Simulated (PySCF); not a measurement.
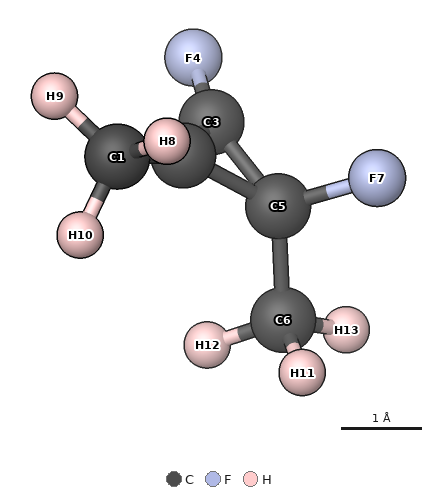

Figure 1. The structure as given in the input (ball-and-stick view, seen at a tilt; atoms are numbered from 1 in the order of the input).

**What a change does: NMR shielding calculation on C5H6F2**

System: C5H6F2.
Method of the first run: GIAO PBE/pcSseg-1 NMR shielding, non-relativistic, gas phase (PySCF 2.14.0).

The geometry comes from this level: PBE0-D3(BJ)/def2-SVP. Text and figures count atoms from 1; the logs count them from 0 in places.

The input, the first run:
```
{"job": {"kind": "nmr", "xc": "PBE", "basis": "pcSseg-1", "pop": false}, "charge": 0, "multiplicity": 1}
C     -2.018072    -0.124505    -0.026061
C     -0.669479     0.454909    -0.137834
C      0.220663     1.295958    -0.581315
F      0.487902     2.322012    -1.350966
C      0.749376     0.329965     0.356401
C      1.663793    -0.828330     0.061157
F      0.991527     0.759501     1.653816
H     -2.354639    -0.099015     1.021796
H     -2.744237     0.424818    -0.640929
H     -2.016022    -1.179548    -0.342818
H      1.454418    -1.661452     0.749293
H      1.533287    -1.179350    -0.971358
H      2.713698    -0.532971     0.205154
```

The first line tells a small driver script what to run in PySCF; the rest is the geometry in Å.

Command:
```bash
OMP_NUM_THREADS=1 python <driver script> task.json out
```

Hardware: 1 CPU thread, shared host.

Output (the first run):
```
coarse grid: 11328 points
cycle   1  E = -393.0931934766  dE =  9.077e-01  |g| = 7.123e-01  |ddm| = 3.346e+00
cycle   2  E = -392.9234163248  dE =  1.698e-01  |g| = 1.203e+00  |ddm| = 1.753e+00
cycle   3  E = -393.1795619638  dE = -2.561e-01  |g| = 2.352e-01  |ddm| = 1.259e+00
cycle   4  E = -393.1912904688  dE = -1.173e-02  |g| = 7.808e-02  |ddm| = 3.217e-01
cycle   5  E = -393.1924214200  dE = -1.131e-03  |g| = 3.439e-02  |ddm| = 8.955e-02
cycle   6  E = -393.1926707124  dE = -2.493e-04  |g| = 6.556e-03  |ddm| = 3.630e-02
cycle   7  E = -393.1926791600  dE = -8.448e-06  |g| = 2.160e-03  |ddm| = 6.605e-03
final grid: 111480 points
cycle   8  E = -393.2673593268  dE = -2.951e-05  |g| = 1.512e-02  |ddm| = 3.538e-02
cycle   9  E = -393.2672397992  dE =  1.195e-04  |g| = 2.942e-02  |ddm| = 3.625e-02
cycle  10  E = -393.2674041244  dE = -1.643e-04  |g| = 4.552e-03  |ddm| = 2.660e-02
cycle  11  E = -393.2674083666  dE = -4.242e-06  |g| = 1.079e-03  |ddm| = 4.713e-03
cycle  12  E = -393.2674086065  dE = -2.398e-07  |g| = 3.393e-04  |ddm| = 1.222e-03
cycle  13  E = -393.2674086311  dE = -2.463e-08  |g| = 5.647e-05  |ddm| = 3.302e-04
cycle  14  E = -393.2674086318  dE = -7.509e-10  |g| = 1.466e-05  |ddm| = 8.684e-05
converged SCF energy = -393.2674086318

GIAO shielding tensors (ppm)
atom      isotropic    diamagn.    paramagn.     s11        s22        s33       span
  0 C      173.571     247.595     -74.024    158.635    176.882    185.195     26.560
  1 C       78.679     264.595    -185.916     -7.604     87.665    155.976    163.580
  2 C       26.818     255.430    -228.611    -69.870     60.767     89.558    159.428
  3 F      301.106     471.186    -170.080    160.457    254.845    488.017    327.559
  4 C       96.116     242.175    -146.058     46.057     72.836    169.456    123.400
  5 C      159.713     248.536     -88.823    133.066    161.981    184.091     51.024
  6 F      291.828     475.463    -183.635    224.122    270.094    381.269    157.146
  7 H       29.234      28.151       1.083     24.823     27.417     35.462     10.639
  8 H       29.137      27.106       2.031     24.537     27.702     35.172     10.635
  9 H       29.414      29.309       0.106     24.935     27.875     35.433     10.497
 10 H       29.233      29.536      -0.303     26.132     27.695     33.870      7.737
 11 H       30.628      30.026       0.602     26.772     28.888     36.223      9.451
 12 H       29.193      27.975       1.218     25.992     27.181     34.406      8.414
```

The input of the second run differs as follows (lines with − go, lines with + come):
```diff
-"xc": "PBE"
+"xc": "BLYP"
```

Predict how the results change.

The total energies belong to different methods, so their difference says nothing on which is more stable or more accurate. The HOMO goes from −6.48 to −6.32 eV. The LUMO goes from −0.48 to −0.36 eV. Of all shieldings, the largest change is that of C3 and C5, by −5.6 ppm. The functional changes from PBE to BLYP. The SCF takes 15 iterations against 14.

Output (the second run):
```
coarse grid: 11328 points
cycle   1  E = -393.4092105745  dE =  9.088e-01  |g| = 7.652e-01  |ddm| = 3.342e+00
cycle   2  E = -393.2059847432  dE =  2.032e-01  |g| = 1.318e+00  |ddm| = 1.945e+00
cycle   3  E = -393.5074839721  dE = -3.015e-01  |g| = 2.392e-01  |ddm| = 1.391e+00
cycle   4  E = -393.5193747928  dE = -1.189e-02  |g| = 7.937e-02  |ddm| = 3.219e-01
cycle   5  E = -393.5204908637  dE = -1.116e-03  |g| = 3.832e-02  |ddm| = 9.342e-02
cycle   6  E = -393.5208043764  dE = -3.135e-04  |g| = 7.740e-03  |ddm| = 4.044e-02
cycle   7  E = -393.5208163408  dE = -1.196e-05  |g| = 2.451e-03  |ddm| = 7.775e-03
cycle   8  E = -393.5208176743  dE = -1.334e-06  |g| = 3.628e-04  |ddm| = 2.897e-03
final grid: 111480 points
cycle   9  E = -393.6008818297  dE = -3.320e-05  |g| = 1.154e-02  |ddm| = 2.875e-02
cycle  10  E = -393.6008064493  dE =  7.538e-05  |g| = 2.354e-02  |ddm| = 2.908e-02
cycle  11  E = -393.6009058998  dE = -9.945e-05  |g| = 3.233e-03  |ddm| = 2.165e-02
cycle  12  E = -393.6009081243  dE = -2.224e-06  |g| = 8.085e-04  |ddm| = 3.467e-03
cycle  13  E = -393.6009082488  dE = -1.245e-07  |g| = 2.677e-04  |ddm| = 9.067e-04
cycle  14  E = -393.6009082658  dE = -1.699e-08  |g| = 4.420e-05  |ddm| = 2.655e-04
cycle  15  E = -393.6009082662  dE = -4.449e-10  |g| = 1.382e-05  |ddm| = 6.681e-05
converged SCF energy = -393.6009082662

GIAO shielding tensors (ppm)
atom      isotropic    diamagn.    paramagn.     s11        s22        s33       span
  0 C      168.865     247.074     -78.209    154.129    172.048    180.418     26.289
  1 C       73.619     264.687    -191.068    -13.748     82.208    152.395    166.143
  2 C       21.247     255.828    -234.581    -77.277     56.109     84.910    162.187
  3 F      301.964     472.047    -170.083    162.761    257.279    485.852    323.091
  4 C       90.500     242.675    -152.175     39.781     66.886    164.834    125.054
  5 C      154.349     247.626     -93.277    127.298    156.563    179.185     51.887
  6 F      292.184     476.316    -184.132    225.024    270.342    381.187    156.164
  7 H       29.377      28.352       1.026     25.106     27.666     35.360     10.254
  8 H       29.287      27.166       2.120     24.813     27.968     35.079     10.266
  9 H       29.559      29.625      -0.066     25.215     28.115     35.346     10.131
 10 H       29.380      29.786      -0.406     26.422     27.927     33.793      7.371
 11 H       30.760      30.379       0.380     27.059     29.125     36.095      9.036
 12 H       29.340      28.055       1.285     26.288     27.418     34.314      8.026
```

The two runs side by side:

| quantity | the first run | the second run |
| --- | --- | --- |
| outcome | converged | converged |
| total energy (hartree) | −393.267409 | −393.600908 |
| HOMO (eV) | −6.48 | −6.32 |
| LUMO (eV) | −0.48 | −0.36 |
| dipole moment (D) | 2.39 | 2.37 |
| shielding of C1 (ppm) | 173.6 | 168.9 |
| shielding of C2 (ppm) | 78.7 | 73.6 |
| shielding of C3 (ppm) | 26.8 | 21.2 |
| shielding of F4 (ppm) | 301.1 | 302.0 |
| shielding of C5 (ppm) | 96.1 | 90.5 |
| shielding of C6 (ppm) | 159.7 | 154.3 |
| shielding of F7 (ppm) | 291.8 | 292.2 |
| SCF iterations | 14 | 15 |
| basis functions | 149 | 149 |
| wall time (shared host) | 28 s | 29 s |
